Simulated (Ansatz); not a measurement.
```yaml
atoms:
  - { symbol: C, position_ang: [-0.0177, 0.5056, -1.2998] }
  - { symbol: C, position_ang: [0.9688, -0.6210, -1.3693] }
  - { symbol: F, position_ang: [-1.3321, -0.0148, -1.1084] }
  - { symbol: In, position_ang: [-0.3379, -2.3598, -0.7874] }
  - { symbol: H, position_ang: [0.1573, 1.1776, -0.4463] }
  - { symbol: H, position_ang: [-0.0781, 1.1042, -2.2216] }
  - { symbol: H, position_ang: [1.3892, -0.7787, -2.3710] }
  - { symbol: H, position_ang: [1.7853, -0.5334, -0.6381] }
  - { symbol: H, position_ang: [-0.7143, -2.5748, 0.9350] }
```

Geometry: PBE0-D3(BJ)/def2-SVP; core potentials replace the inner electrons of In.

These are results of isolated molecule in a Gaussian basis; Kohn-Sham density functional theory, functional PBE0 (Ansatz), not measurements.

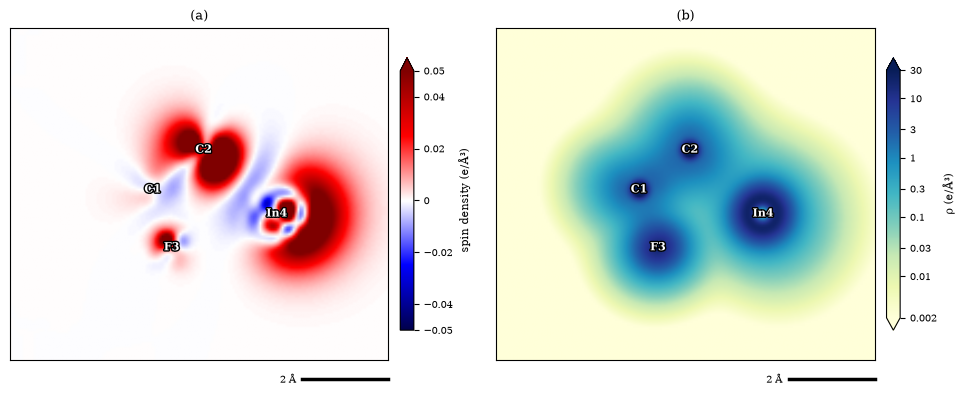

C$_{2}$H$_{5}$FIn (SMILES FC[CH2][InH]) (doublet). (a) spin density; (b) electron density on the plane of atoms C1, C2 and In4.

**What do the fields say about this system?**

Atoms in the plane: C, F and In. C–F (1.43 Å): the density is about 1.8 e/Å³ at the midpoint, with its minimum of 1.4 e/Å³ about 0.5 Å from C. C–C (1.50 Å): ρ is about 1.8 e/Å³ halfway. C–In (2.25 Å): ρ at the midpoint is about 0.56 e/Å³. The unpaired spin (1 electron) lies mostly on In4 (about 0.7), H9 (about 0.1) and C2 (about 0.1), in electrons by Hirshfeld's partition.
